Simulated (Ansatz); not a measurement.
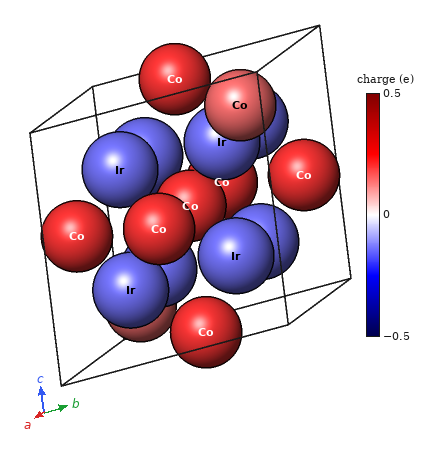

The crystal in a spheres-only representation, seen slightly off an axis. The wireframe shows the simulation cell. The atoms of this Co3Ir4 cell are coloured by their Bader charge.

Computational set-up: DFT, PAW plane waves, r2SCAN+U (Ansatz), plane waves up to 500 eV, k-points on a 7×7×7 grid, Fermi-Dirac smearing of 0.1 eV, U = 2.14 eV and J = 0.62 eV on Co d, U = 1.50 eV and J = 0.97 eV on Ir d, no spin polarisation (a spin-restricted run, not always the ground state). The pressure of the cell is 59 GPa.

What do the colours say about charge transfer?

Answer. Most positive: Co; most negative: Ir. Charges: about Co +0.1 to +0.2 e; Ir -0.1 e. Little charge moves, as in a metallic or covalent solid.

About the cell: it is a generated cell, made by putting these elements into a known structure type (the compound may or may not exist in this form), and it is unrelaxed. It was run through Ansatz as a DFT input.

At this level of theory the cell isn't at rest (compressed, at 59 GPa and forces up to 2.3 eV/Å), so its distances can differ from those at equilibrium, the more so the softer the solid.
